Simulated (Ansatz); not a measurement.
**HSE06/cc-pVTZ run of F2 (fluorine)**

What is the electronic atomisation energy of F2 (fluorine) at HSE06/cc-pVTZ? 

The results are computed with Ansatz 0.2.0.

**1. The structure to begin with**

F2 has 2 atoms, charge 0, and is taken as a singlet. As SMILES, `FF`. Geometry: relaxed at PBE0-D4/def2-TZVP.

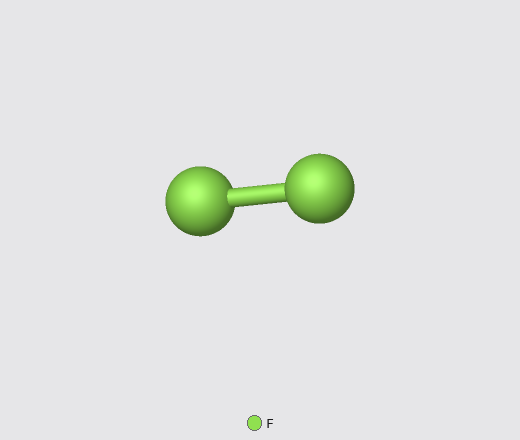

The structure, seen from a chosen angle (fluorine green).

**2. A single-point energy at HSE06/cc-pVTZ**

in.yaml reads:

```yaml
basis:
  gaussian: {orbitals: cc-pVTZ}
crystal:
  periodic: [false, false, false]
  atoms:
    - symbol: F
      position_ang: [-0.583900, 0.212400, -0.295000]
    - symbol: F
      position_ang: [0.583900, -0.212400, 0.295000]
hamiltonian: {xc: {name: HSE06}}
accuracy: high
output: {orbitals: {seedname: orbitals}}
```

On the command line:

```
$ ansatz run in.yaml --threads 1 --pin off --max-ram 3480MiB --events-out events.jsonl --progress --plain --runs-dir runs
```

Log:

```text
Warning: RAYON_NUM_THREADS=1 ignored (pool sized by the plan → 1); use --threads N
Functional definition: HSE06
  name "HSE06"
  parameter a = 0.25
  parameter omega = 0.11/bohr
  exchange = pbe_x - a*pbe_x_sr(omega) + a*exact_x_sr(omega)
  correlation = pbe_c
852 factors; integrals over basis functions are off by at most 2.5e-9 eV
46 factors; integrals over basis functions are off by at most 5.4e-10 eV
mean field evaluation 1: about -5425.3681 eV, gradient 1.6e1 eV
mean field evaluation 2: about -5425.5542 eV, gradient 7.4e0 eV
mean field evaluation 4: about -5425.6110 eV, gradient 5.9e-1 eV
mean field evaluation 8: about -5425.6168 eV, gradient 5.9e-4 eV
mean field evaluation 16: about -5425.6168 eV, gradient 5.6e-8 eV
mean field -5425.61683737 eV, -199.3877411581 hartree, gradient 5.6e-8 eV, S^2 0.000000; 0 other end points of the search recorded, 0 dependent functions left out
reference -5425.61683810 eV, -199.3877411852 hartree; 9, 9 occupied and 51, 51 virtual orbitals, 852 factors
Total energy: -5425.61683810 eV, -199.3877411852 hartree
```

It took 0.97 s on 1 thread of Intel Xeon Platinum 8488C (Sapphire Rapids), shared host; peak memory 0.12 GiB.

**3. The F atom, same level**

molecule.yaml reads:

```yaml
crystal:
  periodic: [false, false, false]
  atoms:
    - {symbol: F, position_ang: [0.000000, 0.000000, 0.000000]}
basis:
  gaussian:
    orbitals: cc-pVTZ
hamiltonian:
  xc: {name: HSE06}
accuracy: high
magnetization:
  spin_polarized: true
  initial_magnetization: 1
```

On the command line:

```
$ ansatz run molecule.yaml --threads 1 --pin off --max-ram 3480MiB --events-out events.jsonl --progress --plain --runs-dir runs
```

Log:

```text
Warning: RAYON_NUM_THREADS=1 ignored (pool sized by the plan → 1); use --threads N
[... 6 set-up lines as earlier in the session ...]
299 factors; integrals over basis functions are off by at most 2.7e-9 eV
35 factors; integrals over basis functions are off by at most 2.7e-10 eV
mean field evaluation 1: about -2711.9191 eV, gradient 7.2e0 eV
mean field evaluation 2: about -2712.0071 eV, gradient 2.5e0 eV
mean field evaluation 4: about -2712.0218 eV, gradient 4.2e-2 eV
mean field evaluation 8: about -2712.0217 eV, gradient 5.3e-4 eV
mean field evaluation 16: about -2712.0217 eV, gradient 9.9e-8 eV
mean field -2712.02166203 eV, -99.6649578055 hartree, gradient 9.9e-8 eV, S^2 0.751517; 0 other end points of the search recorded, 0 dependent functions left out
reference -2712.02166264 eV, -99.6649578278 hartree; 5, 4 occupied and 25, 26 virtual orbitals, 299 factors
Total energy: -2712.02166264 eV, -99.6649578278 hartree
```

It took 0.77 s on 1 thread of Intel Xeon Platinum 8488C (Sapphire Rapids), shared host; peak memory 0.097 GiB.

**4. Summary of results**

At HSE06/cc-pVTZ:

```
                     quantity          value
       molecule: total energy  -199.38774 Eh
        molecule: HOMO energy      -11.04 eV
        molecule: LUMO energy       -3.45 eV
      molecule: HOMO–LUMO gap        7.60 eV
         F atom: total energy   -99.66496 Eh
                 F atom: ⟨S²⟩          0.752
electronic atomisation energy       1.574 eV
```

What this shows: Taking the molecule apart into free atoms costs 1.57 eV (152 kJ/mol), before zero-point energy and without spin-orbit coupling.
